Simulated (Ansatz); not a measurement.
AlH₄NO···HF

| atom | x (Å) | y (Å) | z (Å) |
| --- | --- | --- | --- |
| Al | -0.0637 | 0.4797 | -0.4393 |
| F | -0.0863 | 0.3241 | 2.4332 |
| O | 1.4379 | -0.2902 | -0.6414 |
| H | 1.6305 | -1.1132 | -1.1180 |
| N | -1.6142 | 0.0082 | -1.1313 |
| H | -1.8349 | -0.8816 | -1.5845 |
| H | -2.4678 | 0.5638 | -1.0040 |
| H | 0.0296 | 1.8679 | 0.2955 |
| H | 0.0389 | 1.1490 | 2.0061 |

Not at a stationary point (largest force 0.6 eV/Å).

Computed with RKS LDA/def2-SVP (Ansatz).

Predict the electron density and electron localisation function between the atoms.

Al1···H6 (2.51 Å): the density falls to about 0.6 e/Å³ on the way; the ELF climbs to about 1 towards the hydrogen.
Al–O (1.70 Å): ρ at the midpoint is about 0.84 e/Å³; the ELF peaks at about 0.85 in the valence shell of O, 0.6 Å from its nucleus, and is about 0.40 at the midpoint.
Al–N (1.76 Å): the density is about 0.85 e/Å³ at the midpoint; the ELF peaks at about 0.90 in the valence shell of N, 0.7 Å from its nucleus, and is about 0.60 at the midpoint.
O–H (0.97 Å): ρ at the midpoint is about 3.6 e/Å³; the ELF climbs to about 1 towards the hydrogen: a covalent bond by its length.

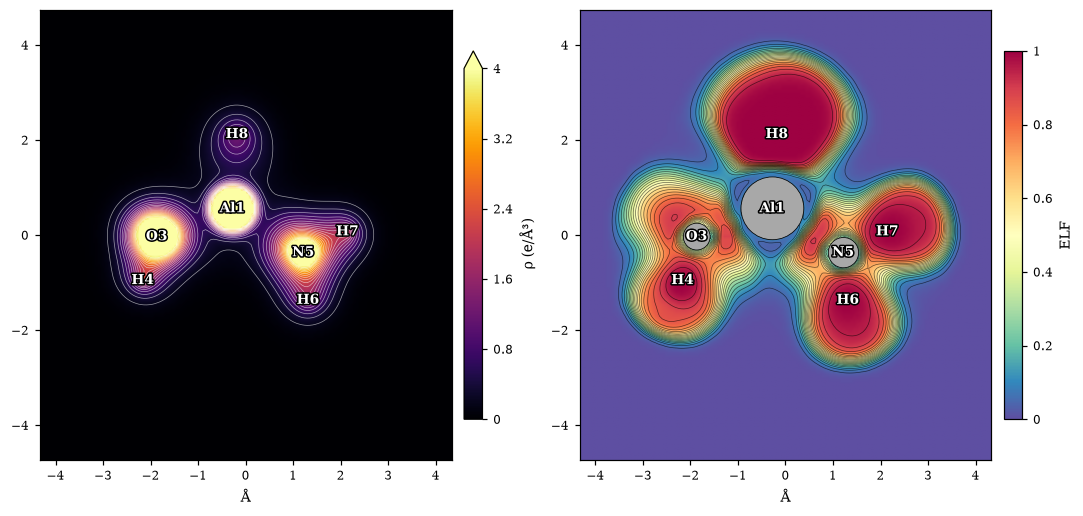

Computed electron density and electron localisation function on the plane of atoms O3, Al1 and N5, in this order. Grey discs cover the atomic cores in the ELF map. 
